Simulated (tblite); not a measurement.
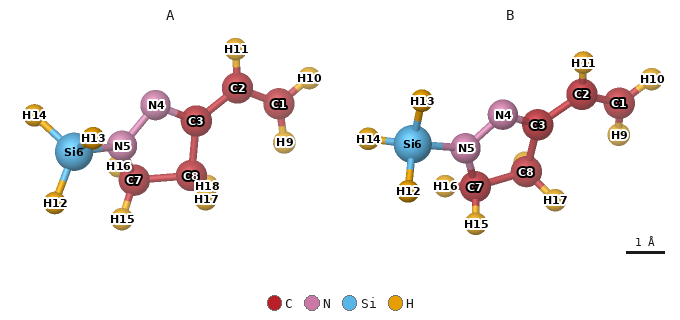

Two geometries of C5H10N2Si, drawn at one scale. One is the start of a relaxation, the other its converged end. The picture is a ball-and-stick view, seen at a tilt.

These are results of GFN2-xTB geometry optimisation, gas phase in tblite 0.8.0, not measurements. 

Q: Which of the two is the end point?

A: Structure B is the relaxed one. H13 moves most after the best rigid fit: 1.21 Å. Largest moves by element: H 1.21 Å, N 0.48 Å, C 0.42 Å, Si 0.24 Å. Near-neighbour distances that change, for instance: N4–N5 1.410 → 1.339 Å, N5–Si6 1.796 → 1.730 Å, C3–N4 1.324 → 1.284 Å, C3–C8 1.487 → 1.521 Å. Bond angles that change, for instance: H12–Si6–H13 106.5° → 113.5°, N5–Si6–H13 111.6° → 104.7°, N4–N5–C7 105.1° → 111.5°. Groups turn about N5–Si6 by about 45°, N5–C7 by about 40°, C7–C8 by about 40°. The energy falls by 14.7 kcal/mol in 170 geometry steps.
